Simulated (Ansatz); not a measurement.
**HF/STO-3G run of BBrClF (bromochlorofluoroborane)**

Aim: the vertical singlet–triplet gap of BBrClF (bromochlorofluoroborane) at HF/STO-3G, from 2 runs. 

Program for the calculation: Ansatz 0.2.0.

32 further runs of the same task are left out: 32 set aside as unsound or not needed.

**1. The system as given**

The species is BBrClF (4 atoms), meant as a singlet with charge 0. As SMILES, `FB(Cl)Br`. Geometry: relaxed at PBE0-D4/def2-TZVP.

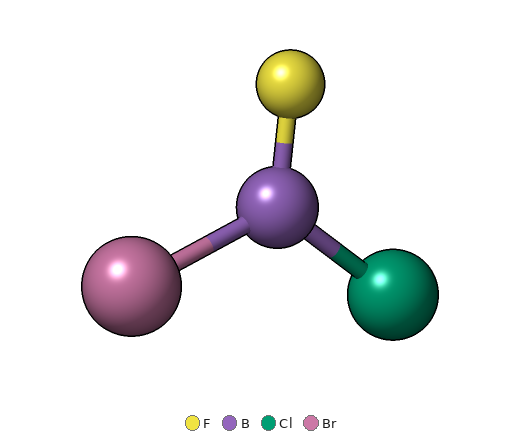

Viewed from a chosen angle; fluorine yellow, boron purple, chlorine teal, bromine pink.

**2. A single-point energy at HF/STO-3G**

Contents of run.yaml:

```yaml
basis:
  gaussian:
    orbitals: STO-3G
crystal:
  periodic: [false, false, false]
  atoms:
    - {symbol: F, position_ang: [-0.037800, -1.335000, -0.542400]}
    - {symbol: B, position_ang: [0.000500, -0.136300, -0.018100]}
    - {symbol: Cl, position_ang: [-0.369900, 0.071000, 1.666000]}
    - {symbol: Br, position_ang: [0.462600, 1.340100, -1.125800]}
hamiltonian:
  xc: hf
accuracy: high
output: {orbitals: {seedname: orbitals}}
```

Command:

```bash
$ ansatz run run.yaml --threads 1 --pin off --max-ram 2610MiB --events-out events.jsonl --progress --plain --runs-dir runs
```

What it wrote:

```text
Warning: RAYON_NUM_THREADS=1 ignored (pool sized by the plan → 1); use --threads N
Functional definition: HF
  name "HF"
  exchange = exact_x
  correlation = 0
597 factors; integrals over basis functions are off by at most 2.2e-8 eV
mean field evaluation 1: about -84945.1704 eV, gradient 2.9e1 eV
mean field evaluation 2: about -84945.2390 eV, gradient 2.9e1 eV
mean field evaluation 4: about -84948.5691 eV, gradient 1.1e0 eV
mean field evaluation 8: about -84948.5727 eV, gradient 2.8e-5 eV
mean field -84948.57273770 eV, -3121.8024678997 hartree, gradient 1.2e-8 eV, S^2 0.000000; 0 other end points of the search recorded, 0 dependent functions left out
reference -84948.57273770 eV, -3121.8024678997 hartree; 33, 33 occupied and 4, 4 virtual orbitals, 597 factors
Total energy: -84948.57273770 eV, -3121.8024678997 hartree
```

Wall time 0.38 s (1 thread of Arm Neoverse V2, shared host).

**3. The triplet at the same level**

Contents of in.yaml:

```yaml
crystal:
  periodic: [false, false, false]
  atoms:
    - symbol: F
      position_ang: [-0.037800, -1.335000, -0.542400]
    - symbol: B
      position_ang: [0.000500, -0.136300, -0.018100]
    - symbol: Cl
      position_ang: [-0.369900, 0.071000, 1.666000]
    - symbol: Br
      position_ang: [0.462600, 1.340100, -1.125800]
basis:
  gaussian:
    orbitals: STO-3G
accuracy: high
hamiltonian:
  xc: hf
magnetization:
  spin_polarized: true
  initial_magnetization: 2
output:
  orbitals: {seedname: orbitals}
```

Command:

```bash
$ ansatz run in.yaml --threads 1 --pin off --max-ram 2610MiB --events-out events.jsonl --progress --plain --runs-dir runs
```

What it wrote:

```text
Warning: RAYON_NUM_THREADS=1 ignored (pool sized by the plan → 1); use --threads N
[... 4 set-up lines as earlier in the session ...]
597 factors; integrals over basis functions are off by at most 2.2e-8 eV
mean field evaluation 1: about -84940.1218 eV, gradient 1.3e1 eV
mean field evaluation 2: about -84940.2439 eV, gradient 1.3e1 eV
mean field evaluation 4: about -84941.7835 eV, gradient 1.2e0 eV
mean field evaluation 8: about -84941.8188 eV, gradient 2.1e-2 eV
mean field evaluation 16: about -84941.6585 eV, gradient 1.5e0 eV
mean field evaluation 32: about -84941.7611 eV, gradient 1.3e-1 eV
mean field evaluation 64: about -84940.7012 eV, gradient 6.1e-1 eV
mean field evaluation 96: about -84941.6912 eV, gradient 6.5e-5 eV
mean field -84941.81876161 eV, -3121.5542638565 hartree, gradient 1.5e-8 eV, S^2 2.008333; 2 other end points of the search recorded, 0 dependent functions left out
reference -84941.81876161 eV, -3121.5542638565 hartree; 34, 32 occupied and 3, 5 virtual orbitals, 597 factors
Total energy: -84941.81876161 eV, -3121.5542638565 hartree
```

It took 1.6 s on 1 thread of Arm Neoverse V2, shared host; peak memory 0.11 GiB.

**4. Outcome**

Level: HF/STO-3G.

| quantity | value |
| --- | --- |
| singlet: total energy | -3121.80247 Eh |
| singlet: HOMO energy | -9.47 eV |
| singlet: LUMO energy | 6.14 eV |
| singlet: HOMO–LUMO gap | 15.61 eV |
| triplet: total energy | -3121.55426 Eh |
| triplet: HOMO energy (highest over α and β) | -2.98 eV |
| triplet: LUMO energy (lowest over α and β) | -1.26 eV |
| triplet: ⟨S²⟩ | 2.008 |
| vertical energy of the triplet above the singlet | 6.754 eV |

In words: At this shape the triplet lies 6.75 eV (652 kJ/mol) above the singlet. In a minimal basis such a difference can be off by several eV, whatever the method.
